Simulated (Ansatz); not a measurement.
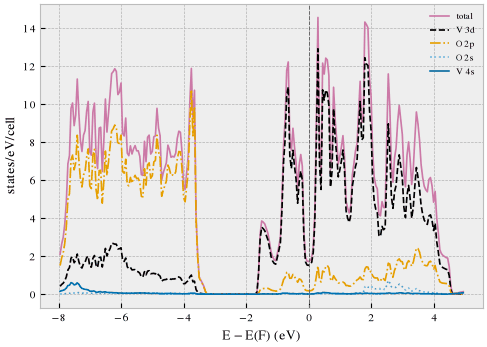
*Total and projected density of states of V2O3 (corundum, R-3c), DFT-PBE in the program Ansatz with PAW potentials*

Q: Which orbitals carry the states next to the Fermi level?

A: Within 0.5 eV of the Fermi level: V 3d 88 %, O 2p 11 %. Projections are on Löwdin-orthogonalised atomic valence shells; empty p or d shells of many metals are not among them.

Q: Where is the tallest occupied peak in this window, and what makes it?

A: Near -0.6 eV, about 12 states/eV per cell; the largest projected share is V 3d.

Symmetry was held in the PBE relaxation. Magnetic state: ferromagnetic, chosen from 5 collinear starts compared on coarse meshes (ties went to the first, and starts can fall back to one state), not a proven ground state. No Hubbard U is applied. The compound may be a true metal, but semilocal functionals without U, or a wrong spin order, can also close a gap.

Potentials: the earlier of the program's two PAW sets.
